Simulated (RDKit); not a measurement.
## Run report: BSiNH4S, property calculation

System: BSiNH4S.
Method: EHT (RDKit 2026.09.1).

The geometry comes from this level: PBE0-D4/def2-TZVP.

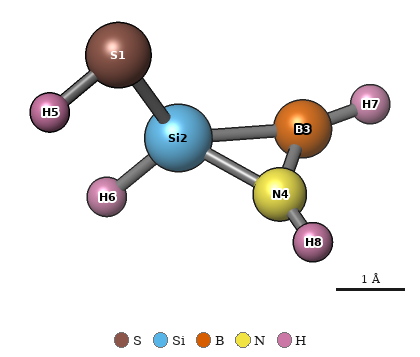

The structure as given in the input (ball-and-stick view, seen at a tilt; atoms are numbered from 1 in the order of the input).

## Key numbers

| quantity | value |
| --- | --- |
| outcome | converged |
| total energy | −13.179546 hartree |
| HOMO | −10.76 eV |
| LUMO | −7.05 eV |
| hardware | 1 thread of Intel Xeon (Sapphire Rapids), 64 GiB of memory available, shared host |
| peak memory | 0.073 GiB |

## Input file (ff.py)
```python
import json
import numpy as np
from rdkit import Chem
from rdkit.Chem import AllChem
from rdkit.Chem import rdDetermineBonds
from rdkit.Chem import rdEHTTools

m = Chem.MolFromXYZFile("mol.xyz")
symbols = [a.GetSymbol() for a in m.GetAtoms()]
start = m.GetConformer().GetPositions().copy()

ok, res = rdEHTTools.RunMol(m, keepOverlapAndHamiltonianMatrices=True)
if not ok:
    raise RuntimeError("the extended Hueckel run failed")
eps = np.array(res.GetOrbitalEnergies())
nel = res.numElectrons
homo = (nel + 1) // 2 - 1
print(f"{res.numOrbitals} orbitals, {nel} valence electrons, sum of one-electron energies {res.totalEnergy:.4f} eV")
for i in range(max(0, homo - 5), min(len(eps), homo + 6)):
    print(f"{i + 1:4d} {eps[i]:10.4f} eV", "(HOMO)" if i == homo else "(LUMO)" if i == homo + 1 else "")
q = np.array(res.GetAtomicCharges())
print("Mulliken charges:", " ".join(f"{a}{i + 1}={c:+.3f}" for i, (a, c) in enumerate(zip(symbols, q))))
op = res.GetReducedOverlapPopulationMatrix()
pairs = [(k, i, op[i * (i + 1) // 2 + k]) for i in range(len(symbols)) for k in range(i) if abs(op[i * (i + 1) // 2 + k]) > 0.1]
print("reduced overlap populations above 0.1")
for k, i, p in pairs:
    print(f"  {symbols[k]}{k + 1}-{symbols[i]}{i + 1} {p:7.3f}")
json.dump(dict(symbols=symbols, start=start.tolist(), energy=res.totalEnergy * 23.060548, homo=eps[homo], lumo=eps[homo + 1] if homo + 1 < len(eps) else None, orbital_energies=eps.round(4).tolist(), charges_mulliken=q.tolist(), bond_orders=[[k + 1, i + 1, round(p, 4)] for k, i, p in pairs], nel=nel), open("results.json", "w"))
```

## File mol.xyz
```
8

S     -2.198700    -0.554700    -0.360400
Si    -0.326600    -0.039100     0.515400
B      1.350500    -0.825500     0.014200
N      0.999600     0.392100    -0.541100
H     -2.816800     0.582000     0.001900
H     -0.578800     0.932200     1.605800
H      2.264800    -1.577600    -0.080200
H      1.398200     1.033600    -1.211500
```

Command:
```bash
python ff.py
```

## The program's output
```
20 orbitals, 22 valence electrons, sum of one-electron energies -358.6337 eV
   6   -14.5951 eV
   7   -13.9744 eV
   8   -13.6736 eV
   9   -11.9694 eV
  10   -11.5214 eV
  11   -10.7628 eV (HOMO)
  12    -7.0495 eV (LUMO)
  13    -2.6274 eV
  14     1.4882 eV
  15     5.4785 eV
  16     7.8519 eV
Mulliken charges: S1=-0.166 Si2=+0.930 B3=+0.451 N4=-0.999 H5=-0.029 H6=-0.225 H7=-0.182 H8=+0.220
reduced overlap populations above 0.1
  S1-Si2   0.749
  Si2-B3   0.699
  Si2-N4   0.437
  B3-N4   0.813
  S1-H5   0.718
  Si2-H6   0.727
  B3-H7   0.787
  N4-H8   0.727
```

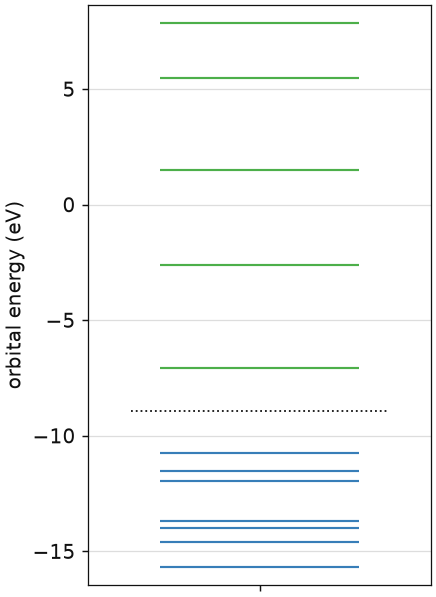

Orbital energies near the frontier; the dotted line parts filled from empty levels, and levels within 0.02 eV of each other stand side by side. Highest filled −10.76 eV, lowest empty −7.05 eV, 3.71 eV apart.

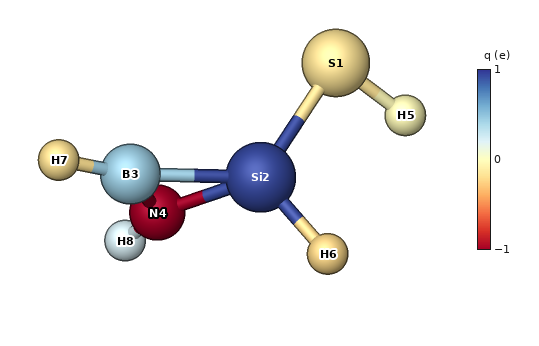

Mulliken charges, as the colour of each atom (ball-and-stick view, seen at an oblique angle; atoms are numbered from 1 in the order of the input). By element: S −0.17, Si +0.93, B +0.45, N −1.00 and H −0.22 to +0.22 e.
